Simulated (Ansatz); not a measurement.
```sh
ansatz run in.yaml --threads 4 --pin off --events-out ev --progress --plain --max-ram 10444MiB
```

```yaml
crystal:
  periodic: [false, false, false]
  atoms:
    - {symbol: C, position_ang: [0.465662, -0.419566, 0.405726]}
    - {symbol: Zn, position_ang: [-0.719123, 0.636673, -0.662249]}
    - {symbol: F, position_ang: [-1.805796, 1.605437, -1.641780]}
    - {symbol: H, position_ang: [0.041561, -1.410734, 0.575066]}
    - {symbol: H, position_ang: [1.428114, -0.533812, -0.095858]}
    - {symbol: H, position_ang: [0.631682, 0.057901, 1.372894]}
basis:
  gaussian: {orbitals: def2-TZVPP}
hamiltonian: {xc: {name: CAM-B3LYP}, dispersion: d4}
output: {orbitals: {seedname: orbitals}}
```

What structure does this define?

It has 6 atoms: 1 carbon, 3 hydrogen, 1 fluorine and 1 zinc (CH3FZn). Its SMILES string is `[CH3][Zn][F]`. Coordination: 1 C tetrahedral; 1 Zn linear.

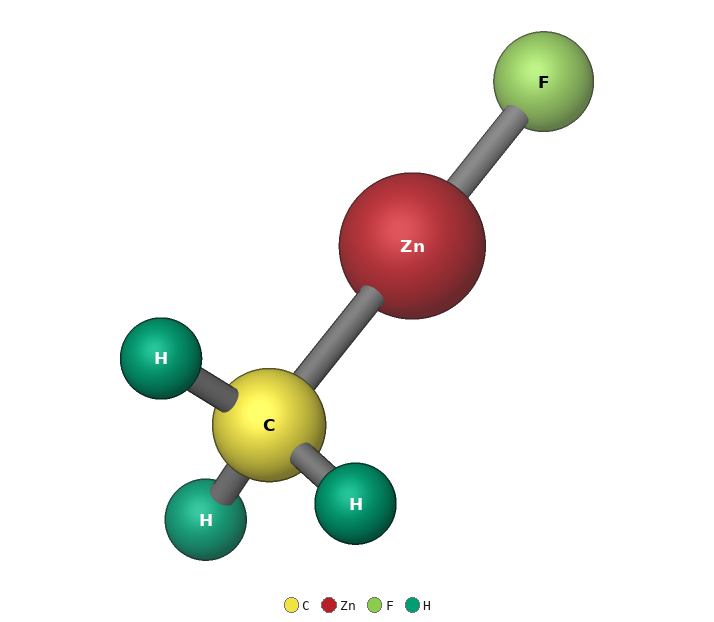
